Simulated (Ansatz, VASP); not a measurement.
**Cross-check of WS2 between VASP and Ansatz**

One calculation is typed for both programs; each brings its own data sets and cutoff. How far apart do they land? The cell is generated by rule, not measured, and may not be a known phase. The cell comes out of the VASP series on this material, whose earlier steps may have relaxed, scaled or displaced it; both programs get it as it stands.

Main program and level: Ansatz 0.2.0; plane waves, with VASP 6.6.1 beside it; band structure at HSE06.

The structure was built from a prototype and need not be the compound's stable phase.

## Step 1: The starting structure

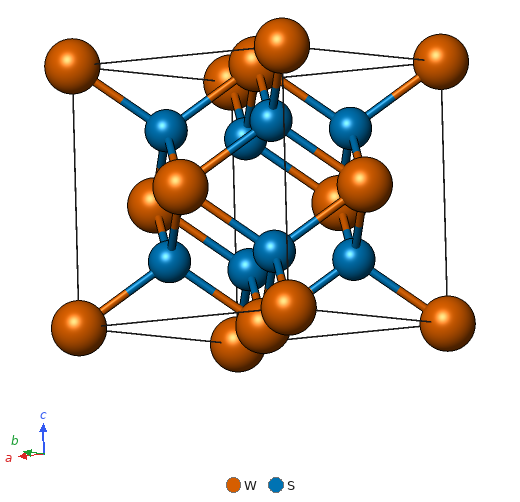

The starting structure, seen from a free direction (tungsten orange, sulfur blue). This picture shows the conventional cell, with its axes. Some periodic images of atoms are drawn too.

## Step 2: Ansatz: band structure, HSE06

Ansatz runs on its default PAW (the set named soft_2) files.

Levels along a path test the potential and the projectors away from the mesh points.

Input file input.yaml:

```yaml
crystal:
  lattice:
    - [0.0, 3.00222, 3.00222]
    - [3.00222, 0.0, 3.00222]
    - [3.00222, 3.00222, 0.0]
  atoms:
    - { symbol: W, position: [0.0, 0.0, 0.0] }
    - { symbol: S, position: [0.25, 0.25, 0.25] }
    - { symbol: S, position: [0.75, 0.75, 0.75] }
hamiltonian:
  xc: { exchange: pbe, correlation: pbe, exx: { coeff: 0.25, omega: 0.2 } }
  pseudopotentials: { kind: paw }
kpoints:
  mp_grid: { grid: [4, 4, 4] }
  band_path:
    path:
      - [0.0, 0.0, 0.0]
      - [0.5, 0.0, 0.5]
      - [0.5, 0.21429, 0.71429]
      - [0.41071, 0.33929, 0.75]
      - [0.16071, 0.16071, 0.32143]
      - [0.21429, 0.21429, 0.21429]
      - [0.55357, 0.39286, 0.55357]
      - [0.58929, 0.25, 0.66071]
      - [0.5, 0.28571, 0.71429]
      - [0.5, 0.5, 0.5]
      - [0.375, 0.375, 0.75]
      - [0.5, 0.0, 0.5]
    npoints: 1
scf:
  occupations: { method: gaussian, width: 0.02 }
  n_extra_bands: 7
output:
  forces: true
  stress: true
  eigenvalues: true
```

Launch:

```sh
> ansatz run input.yaml --threads 4 --pin off --max-ram 9216MiB --backend cpu --events-out ev --progress --plain --runs-dir out
```

Numbers of over 12 decimals in the logs are rounded to 6 here.

Log:

```text
Warning: output.stress: scf.convergence.dr2_threshold = 1e-7 eV (the SCF's general default) is looser than the 3e-10 eV advised for a printed stress (1e-10 eV for each atom of the cell: 3). What an SCF threshold leaves in a stress goes as its square root, and in the free energy as the threshold itself, and one threshold admits the most on a small cell: [figures from the program's tests cut] Set scf.convergence.dr2_threshold to 3e-10 eV or tighter. The threshold is an SCF's pass mark: one that does not reach it within its budget of iterations ends unconverged, or closes short of it on a stop that the run arms, and scf.convergence.dr2_threshold's page says what that costs each kind of run
Warning: output.stress: scf.exx.energy_threshold = 1e-6 eV is looser than the 3e-8 eV advised for a stress under a hybrid functional (1e-8 eV for each atom of the cell: 3). Every SCF of the exchange loop can meet its threshold on dr2 while the loop round them stops early: no threshold on dr2 bounds what that leaves in the stress. Set scf.exx.energy_threshold to 3e-8 eV or tighter. The threshold is the loop's pass mark: a loop that does not reach it within its budget of cycles ends unconverged, and scf.exx.energy_threshold's page has the law
scf.n_extra_bands = 7 over 13 filled bands (N_el = 26.0): the run solves 20 bands
Engine: ansatz 0.2.0, aarch64-unknown-linux-gnu
Pseudopotentials: kind: paw
Pseudopotential: W, paw, valence charge 14, recommended cutoff 420 eV (normal), W.paw.azcp
Pseudopotential: S, paw, valence charge 6, recommended cutoff 420 eV (normal), S.paw.azcp
Functional definition: unnamed
  parameter a_1 = 0.25
  parameter omega_1 = 0.2/angstrom
  exchange = pbe_x + (-a_1)*pbe_x_sr(omega_1) + a_1*exact_x_sr(omega_1)
  correlation = pbe_c
Crystal: 3 atoms, lattice volume = 54.120 Å³
Basis set: ecut = 420 eV, 1067 PW (Γ), exchange–correlation on 60×60×60 points (8 copies of the dense FFT grid, shifted against one another)
Bands: 20, of which v1, the nominal top of the filled ones, is band 13 counted from 1 (12 counted from 0)
Symmetry: 48 space group operations
Space group: Fm-3m (ITA 225), of the structure as read, at distance tolerance 3.8e-5 Å
k-points: 8 of 64
Non-local potential: W, projectors of the file, l = 0: 3, l = 1: 2, l = 2: 2, l = 3: 1
Non-local potential: S, projectors of the file, l = 0: 2, l = 1: 2, l = 2: 2
PAW form: soft (Blöchl's): semilocal exchange-correlation on the pseudo side does not see the compensation charge
PAW frozen core: W, regenerated for the run's functional, and the local potential with it (the file was generated under x = pbe(κ = 0.804, μ = 0.219515), c = pbe(β = 0.066725))
PAW frozen core: S, regenerated for the run's functional, and the local potential with it (the file was generated under x = pbe(κ = 0.804, μ = 0.219515), c = pbe(β = 0.066725))
PAW one-centre angular grid: W, 590 points (default); XC on 64 Gauss nodes
PAW one-centre angular grid: S, 110 points (default); XC on 64 Gauss nodes
Initial density: superposition of atomic densities (neutral atoms: chi_scale 0, normalization atom), corrected by the library's trained network
Initial wavefunctions: pseudopotential atomic-orbital guess
Functional: x = pbe(κ = 0.804, μ = 0.219515), c = pbe(β = 0.066725), warm-up for x = pbe(κ = 0.804, μ = 0.219515) + 0.25 (exact − pbe) at short range (hse, ω = 0.2 Å⁻¹), c = pbe(β = 0.066725)
SCF iter   1: F=—  HF=-12188.789768 eV  |F-HF|=—  |Δ(HF+E_count)|=         —  Δρ=6.34e-3  dr2=1.49e-2  ethr=1.77e-3  ⟨swp⟩=9.6  Hψ=729  notcnv=0
preconditioner: auto → none  [insulator: Δε(μ)=0.038 eV  Ē_g=9.936 eV  σ=0.020 eV  W_gap=0.71  n_scr=14 (ndim 8)  ℏωp=21.4 eV  f_vac=0.026  D(μ)=20.06/eV (n_scr^D=530)]
SCF iter   2: F=—  HF=-12188.791784 eV  |F-HF|=—  |Δ(HF+E_count)|=   2.02e-3  Δρ=3.07e-3  dr2=5.03e-3  ethr=5.74e-5  ⟨swp⟩=4.2  Hψ=398  notcnv=0  defer=3
SCF iter   3: F=—  HF=-12188.793805 eV  |F-HF|=—  |Δ(HF+E_count)|=   2.02e-3  Δρ=2.80e-3  dr2=7.49e-3  ethr=1.93e-5  ⟨swp⟩=3.6  Hψ=423  notcnv=0  defer=1
iter 4 solved again at ethr=3.25e-7 eV; its pass at ethr=1.93e-5 eV (dr2=8.46e-5 eV) is discarded
SCF iter   4: F=—  HF=-12188.792870 eV  |F-HF|=—  |Δ(HF+E_count)|=   9.35e-4  Δρ=4.76e-4  dr2=9.59e-5  ethr=3.25e-7  ⟨swp⟩=3.0  Hψ=647  notcnv=0
SCF iter   5: F=—  HF=-12188.792954 eV  |F-HF|=—  |Δ(HF+E_count)|=   8.32e-5  Δρ=7.51e-5  dr2=3.11e-6  ethr=3.25e-7  ⟨swp⟩=3.0  Hψ=316  notcnv=0
SCF iter   6: F=—  HF=-12188.792957 eV  |F-HF|=—  |Δ(HF+E_count)|=   3.57e-6  Δρ=1.74e-5  dr2=1.91e-7  ethr=1.19e-8  ⟨swp⟩=3.1  Hψ=319  notcnv=0
SCF iter   7: F=—  HF=-12188.792957 eV  |F-HF|=—  |Δ(HF+E_count)|=   1.24e-7  Δρ=5.41e-6  dr2=2.09e-8  ethr=7.33e-10  ⟨swp⟩=3.1  Hψ=297  notcnv=0
SCF iter   8: F=-12188.792957 eV  HF=-12188.792957 eV  |F-HF|=7.82e-11  |Δ(HF+E_count)|=   2.92e-9  Δρ=6.78e-7  dr2=1.97e-10  ethr=8.03e-11  ⟨swp⟩=3.0  Hψ=291  notcnv=0
SCF 1 converged in 8 iterations: F = -12188.792957 eV  dr2 = 1.97e-10
  greatest PAW one-centre occupation: 0.999 electrons in one spin orbital (limit 2), on the W atom at site 0 (counted from 0), in its partial waves of l = 0
Initial density: handed on by an earlier stage of this run
Initial wavefunctions: those handed on with the density
[...]
preconditioner: auto → Kerker (q_TF=auto, 2.415 Å⁻¹)  [metal: Δε(μ)=0.019 eV  Ē_g=11.379 eV  σ=0.020 eV  W_gap=0.43  n_scr=14 (ndim 8)  ℏωp=21.4 eV  f_vac=0.018  D(μ)=15.47/eV (n_scr^D=330)]
[...]
preconditioner: auto → none  [insulator: Δε(μ)=0.101 eV  Ē_g=11.316 eV  σ=0.020 eV  W_gap=0.75  n_scr=14 (ndim 8)  ℏωp=21.4 eV  f_vac=0.020  D(μ)=16.85/eV (n_scr^D=386)]
[...]
SCF 2 converged in 7 iterations: F = -12190.149858 eV  dr2 = 5.77e-8
hybrid outer 1: dexx = +5.221e-3 eV, tail = 1.36e-3 eV
Exchange kernel: α = 0.2500, screened, ω = 0.2000 Å⁻¹, Wigner–Seitz truncation, v(0) = 1112.3360 eV·Å³, q-mesh 4×4×4, nearest image of the exchange supercell L = 16.98 Å, pair-density grid 18×18×18, without the augmentation charges, whose exchange is taken in its separable form by FFT convolution over the k-point mesh (sized by the pseudopotential files, 24×24×24 at the most), smooth part of the exact exchange by density-matrix convolution
Frozen-core exchange: fock
[...]
preconditioner: auto → none  [insulator: Δε(μ)=0.116 eV  Ē_g=11.349 eV  σ=0.020 eV  W_gap=0.75  n_scr=14 (ndim 8)  ℏωp=21.4 eV  f_vac=0.020  D(μ)=16.85/eV (n_scr^D=386)]
SCF iter   2: F=—  HF=-12190.155802 eV  |F-HF|=—  |Δ(HF+E_count)|=   9.50e-5  Δρ=2.31e-4  dr2=5.99e-5  ethr=1.54e-6  ⟨swp⟩=2.6  Hψ=274  notcnv=0
SCF iter   3: F=—  HF=-12190.155794 eV  |F-HF|=—  |Δ(HF+E_count)|=   7.69e-6  Δρ=3.99e-5  dr2=1.88e-5  ethr=1.50e-7  ⟨swp⟩=3.0  Hψ=282  notcnv=0
SCF iter   4: F=-12190.155935 eV  HF=-12190.155940 eV  |F-HF|=5.58e-6  |Δ(HF+E_count)|=   1.46e-4  Δρ=1.43e-4  dr2=8.68e-6  ethr=2.97e-9  ⟨swp⟩=4.8  Hψ=516  notcnv=0
SCF 3 stopped early in 4 iterations: F = -12190.155935 eV  dr2 = 8.68e-6
  greatest PAW one-centre occupation: 0.998 electrons in one spin orbital (limit 2), on the W atom at site 0 (counted from 0), in its partial waves of l = 0
hybrid outer 2: dexx = +1.742e-4 eV, tail = 3.49e-5 eV, Δε = 1.83e-2 eV (about 2.05e-3 eV left of the loop's levels)
Exchange kernel: α = 0.2500, screened, ω = 0.2000 Å⁻¹, Wigner–Seitz truncation, v(0) = 1112.3360 eV·Å³, q-mesh 4×4×4, nearest image of the exchange supercell L = 16.98 Å, pair-density grid 18×18×18, without the augmentation charges, whose exchange is taken in its separable form by FFT convolution over the k-point mesh (sized by the pseudopotential files, 24×24×24 at the most), smooth part of the exact exchange by density-matrix convolution
Frozen-core exchange: fock
SCF iter   1: F=—  HF=-12190.155927 eV  |F-HF|=—  |Δ(HF+E_count)|=         —  Δρ=5.55e-5  dr2=3.19e-6  ethr=3.47e-7  ⟨swp⟩=3.8  Hψ=341  notcnv=0
preconditioner: auto → none  [insulator: Δε(μ)=0.113 eV  Ē_g=11.346 eV  σ=0.020 eV  W_gap=0.75  n_scr=14 (ndim 8)  ℏωp=21.4 eV  f_vac=0.020  D(μ)=16.85/eV (n_scr^D=386)]
SCF iter   2: F=—  HF=-12190.155927 eV  |F-HF|=—  |Δ(HF+E_count)|=   3.72e-7  Δρ=1.29e-5  dr2=1.93e-6  ethr=6.10e-9  ⟨swp⟩=2.9  Hψ=278  notcnv=0
SCF iter   3: F=—  HF=-12190.155927 eV  |F-HF|=—  |Δ(HF+E_count)|=   1.13e-8  Δρ=4.73e-6  dr2=1.99e-6  ethr=2.88e-10  ⟨swp⟩=3.0  Hψ=330  notcnv=0
SCF iter   4: F=—  HF=-12190.155942 eV  |F-HF|=—  |Δ(HF+E_count)|=   1.48e-5  Δρ=6.03e-5  dr2=4.43e-6  ethr=7.45e-11  ⟨swp⟩=4.6  Hψ=525  notcnv=0
SCF iter   5: F=—  HF=-12190.155941 eV  |F-HF|=—  |Δ(HF+E_count)|=   7.30e-7  Δρ=3.28e-5  dr2=1.27e-6  ethr=7.45e-11  ⟨swp⟩=4.2  Hψ=410  notcnv=0
SCF iter   6: F=—  HF=-12190.155941 eV  |F-HF|=—  |Δ(HF+E_count)|=   2.86e-7  Δρ=2.61e-6  dr2=1.77e-8  ethr=7.45e-11  ⟨swp⟩=4.0  Hψ=425  notcnv=0
SCF iter   7: F=-12190.155941 eV  HF=-12190.155941 eV  |F-HF|=6.73e-11  |Δ(HF+E_count)|=   1.03e-9  Δρ=4.76e-7  dr2=1.31e-8  ethr=1.38e-11  ⟨swp⟩=2.6  Hψ=309  notcnv=0
SCF 4 converged in 7 iterations: F = -12190.155941 eV  dr2 = 1.31e-8
  Residual-converged pass: ⟨swp⟩=2.6  Hψ=271  notcnv=0  max |occ|·‖R‖ = 2.1e-6 eV (tolerance 2.4e-6 eV)  dr2=1.31e-8  dr2_onsite=4.96e-12  max |Δocc| = 3.2e-32
hybrid outer 3: dexx = +3.314e-7 eV, tail = 2.66e-8 eV, Δε = 2.31e-3 eV (about 1.62e-4 eV left of the loop's levels)
NSCF: frozen V_eff on 12 k-points
hybrid SCF converged: 3 outer / 18 inner (+8 warm-up), last move |dexx| = 3.31e-7 eV, tail = 2.66e-8 eV
Stability not checked: this state was not tested for a lower state beside it, because the functional holds exact exchange (a hybrid, or Hartree-Fock), whose exchange loop this test does not read (fock_operator; see scf.lower_state_search)
Free energy (F): -12190.155941 eV
Frozen-core exchange: fock
Harris-Foulkes:  -12190.155941 eV  (|F-HF|=6.73e-11)
Internal energy: -12190.152570 eV  (E = F + TS)
E sigma→0 (E₀):  -12190.154256 eV
Entropy (-TS):   -0.003371 eV (-1.124 meV/atom)
Fermi energy:    11.385757 eV
--- Per-component energies (eV) ---
  E_band       = -223.657244
  E_kinetic    = 656.308284
  E_local      = -1227.295170  (includes V_loc(G=0)·N_el)
  E_nonlocal   = 58.958764
  E_hartree    = 436.934007
  E_xc         = -365.567958
  E_vxc        = -326.932050  (∫ρ·V_xc dr)
  E_exx        = -62.351052  (= α·E_x^exact, valence–valence)
  E_paw        = -9793.490409  (= ΣΔE_a)
  E_vpaw       = -133.862904  (= ΣTr[D̂ρ^β])
  E_aug_tail   = -0.000051  (compensation charges beyond the density's cutoff)
  E_ewald      = -1890.539568
  E_core_change = -3.109417  (= ΣΔE_core)
  E_smearing   = -0.003371  (= −TS)
  E_closure    = 0.000000  (closes the sum)
  Σ components = -12190.155941   (vs F -12190.155941, Δ=0.00e0)
--- Forces (eV/Å), atoms counted from 1 ---
  atom   1  W     -0.00000000     0.00000000    -0.00000000
  atom   2  S     -0.00000000    -0.00000000    -0.00000000
  atom   3  S     -0.00000000     0.00000000     0.00000000
  max |Σ_I F_I| component: 3.70e-17 eV/Å
--- Stress (GPa, compression-positive) ---
      -13.596260       0.000000       0.000000
       -0.000000     -13.596260       0.000000
       -0.000000      -0.000000     -13.596260
  P = ⅓ Tr σ = -13.5963 GPa (-135.963 kbar)
--- Band table (eV; the first three rows and the last of 8) ---
  k-point 0: bands = [... 9 lower, 10.2210, 10.2210, 10.2210, 10.3949, 10.3949, 16.5712, 16.5712, 16.5712, ... 3 higher]
  k-point 1: bands = [... 9 lower, 8.1166, 8.3764, 8.3764, 11.5659, 11.5659, 13.7393, 15.7460, 15.7460, ... 3 higher]
  k-point 2: bands = [... 9 lower, 7.6623, 7.6623, 7.6911, 10.9957, 10.9957, 13.6263, 16.2574, 16.2574, ... 3 higher]
  k-point 7: bands = [... 9 lower, 6.8863, 8.4268, 11.2288, 11.5225, 11.8056, 14.0149, 14.0149, 15.9219, ... 3 higher]
```

Elapsed: 20 s, on 4 threads of Arm Neoverse V1, shared host; peak memory 0.69 GiB.

[end of part 1 of 2]

[Lines on the potential files, build, host, timing and source positions are cut from VASP's logs without a mark.]

[Logs are printed without paths, hosts, clocks, repeated set-up lines and the standing remarks that a program may print on its own settings, such as how far it seeks lower states.]

[Hosts, paths, dates, database ids (printed as entryN), source tags and the programs' standing remarks are cut or masked in the printed files.]
